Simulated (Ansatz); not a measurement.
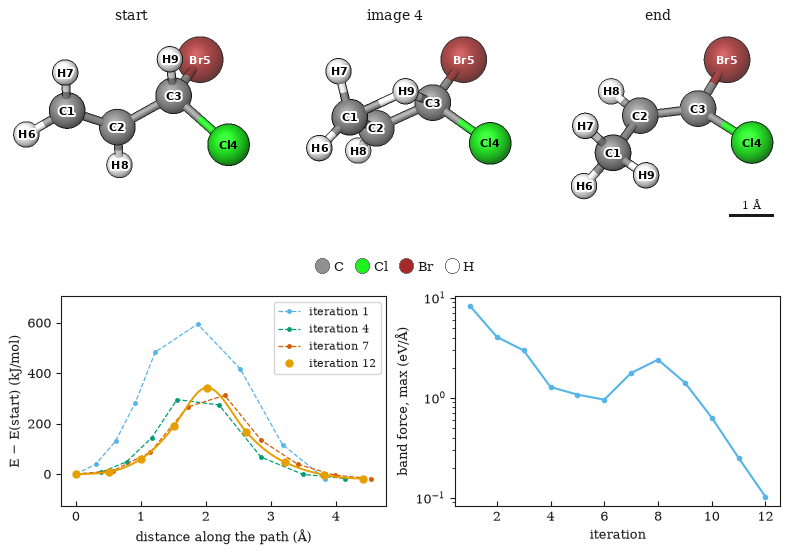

A nudged-elastic-band calculation for C₃H₄BrCl. Images are numbered from 0 (start) to 8 (end). The plot follows the band through its iterations. Style: ball-and-stick. Shown at a tilt.

These are results of Ansatz, RKS r2SCAN-D4/def2-SVP, not measurements. Set-up: 7 movable images; climbing image; force threshold 0.2 eV/Å; iteration limit 60; starting path through a guess of the saddle point.

Judge this run.

Answer. The run is converged, with reservations. The band converged in 12 iterations. The largest component of the band force went from 8.3 to 0.1 eV/Å. The climbing image converged on the top of the path. Its curvatures weren't checked. The force threshold is loose. The first iteration put the highest image at 594.9 kJ/mol. The energy climbs by 343.1 kJ/mol to image 4 and then falls by 360.6 kJ/mol, so the end point sits at −17.5 kJ/mol.
